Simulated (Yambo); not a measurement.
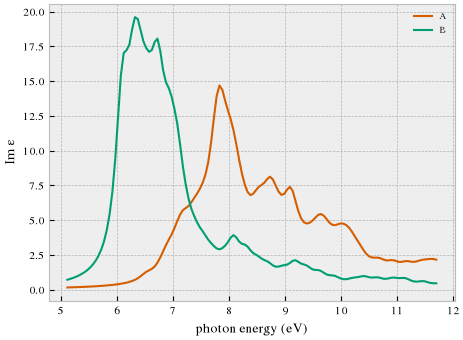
Figure: Two computed absorption spectra of MgH₂ (rutile, space group P4_2/mnm, No. 136) (Yambo, PBEsol bands with the same scissor, field along x)

Axes are Cartesian, with cell vectors (Å) (4.48, 0.00, 0.00), (0.00, 4.48, 0.00), (0.00, 0.00, 2.99).

**Question.** Which curve includes the electron-hole attraction (BSE)?

**Answer.** Curve B: the attraction moves weight to lower energy (centre of the plotted range 7.1 eV against 8.6 eV). Settings: 6×6×10 mesh, 4 valence and 6 conduction bands, static screening with 34 bands and a 3 Ry block, scissor 2.11 eV, Tamm-Dancoff. The scissor comes from a G0W0 run whose convergence isn't established. Broadening 0.15 eV. The band window holds all transitions up to 11.7 eV. On this mesh the peak heights and the fine structure are mesh artefacts; only the shift of weight is robust.

Geometry of the Materials Project entry, not relaxed at this level; primitive cell a = 4.477 Å, b = 4.477 Å, c = 2.993 Å, α = 90.00°, β = 90.00°, γ = 90.00°.
